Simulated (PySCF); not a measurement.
**ClH9NOSi4 (doublet): density, localisation and related maps**

```yaml
atoms:
  - { symbol: Si, position_ang: [-1.6656, -1.9411, 0.4049] }
  - { symbol: N, position_ang: [-0.9816, -0.4122, -0.1158] }
  - { symbol: Si, position_ang: [-1.8126, 1.0054, 0.4808] }
  - { symbol: Si, position_ang: [0.4823, -0.2708, -1.0065] }
  - { symbol: Cl, position_ang: [1.2147, -2.1161, -1.2663] }
  - { symbol: O, position_ang: [1.5709, 0.6000, -0.1949] }
  - { symbol: Si, position_ang: [2.2891, 0.9265, 1.2264] }
  - { symbol: H, position_ang: [-0.8137, -2.5722, 1.4144] }
  - { symbol: H, position_ang: [-1.9459, -2.7763, -0.7610] }
  - { symbol: H, position_ang: [-1.1363, 2.2000, -0.0202] }
  - { symbol: H, position_ang: [-1.7940, 0.9702, 1.9447] }
  - { symbol: H, position_ang: [-3.1811, 0.9237, -0.0299] }
  - { symbol: H, position_ang: [0.3319, 0.4105, -2.2775] }
  - { symbol: H, position_ang: [3.1326, -0.2156, 1.5778] }
  - { symbol: H, position_ang: [3.0514, 2.1305, 0.9137] }
  - { symbol: H, position_ang: [1.2503, 1.1465, 2.2331] }
```

Geometry: GFN2-xTB.

Computed with PySCF 2.14.0, density-fitted response routines, UKS B3LYP, pcH-1 on Cl H N O Si, non-relativistic, mean-field spin-orbit, GIAO.

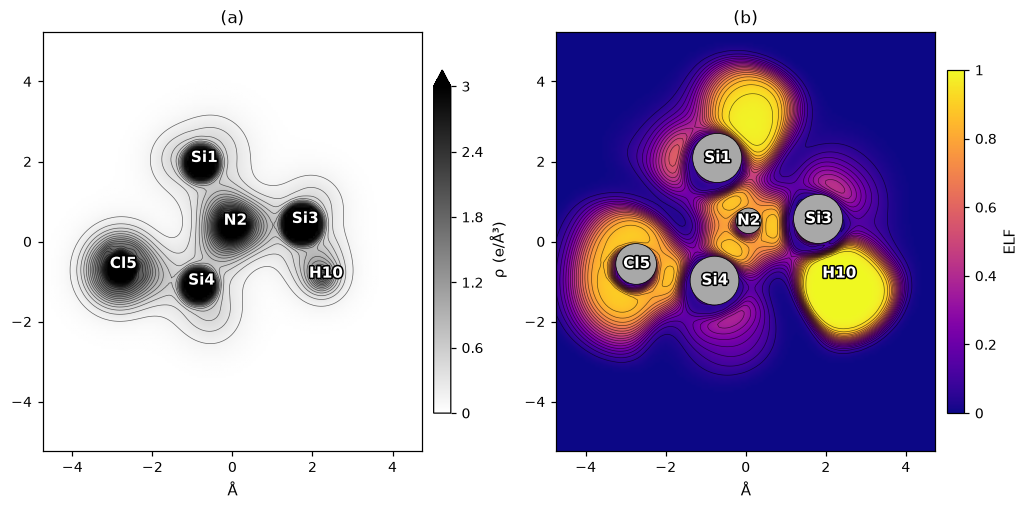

Figure 1. (a) total electron density; (b) electron localisation function on the plane of atoms Si1, N2 and Si4. Grey discs cover the atomic cores in the ELF map.

> What does the map show?

- The plane passes through Si, N, Cl and H nuclei.
- Si–N (1.72 Å): the density is about 1.3 e/Å³ at the midpoint; the ELF peaks at about 0.90 between the atoms, as expected for a polar covalent bond.
- Si–Cl (2.00 Å): the density is about 0.8 e/Å³ at the midpoint; the ELF peaks at about 0.85 between the atoms; a polar covalent bond.
- Si–H (1.46 Å): ρ is about 0.72 e/Å³ halfway; the ELF climbs to about 1 towards the hydrogen, as it does in any bond to H.
- The ELF also peaks beside Cl5 and Si1, away from the bonds: non-bonding electrons, paired or unpaired.

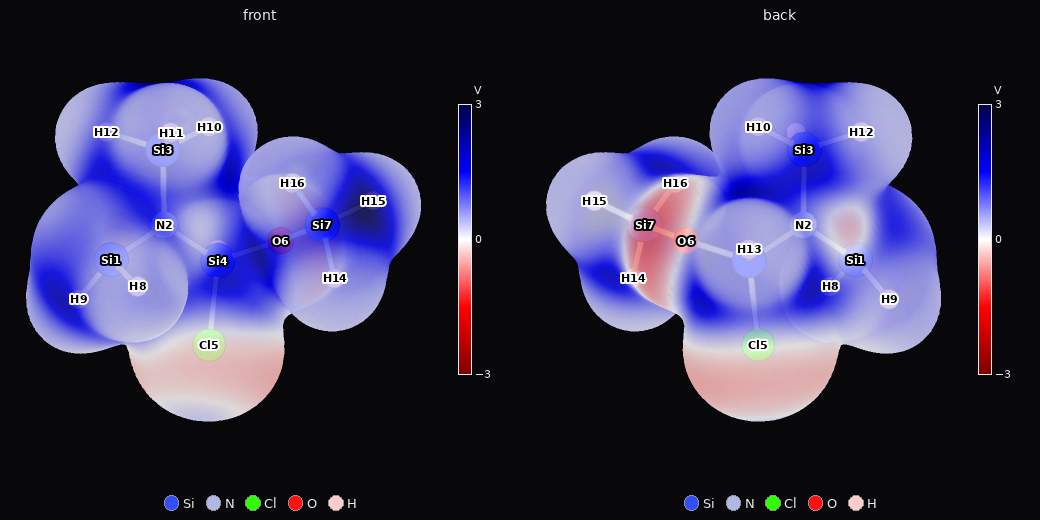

Figure 2. The molecular electrostatic potential painted on the density surface at 0.004 e/bohr³, seen from the front and from behind; the colour scale runs from red (negative) to blue (positive).

> Where is the surface potential most negative and most positive?

The most negative region (about −0.8 V) lies over O6, the most positive (about +2.7 V) over Si7.
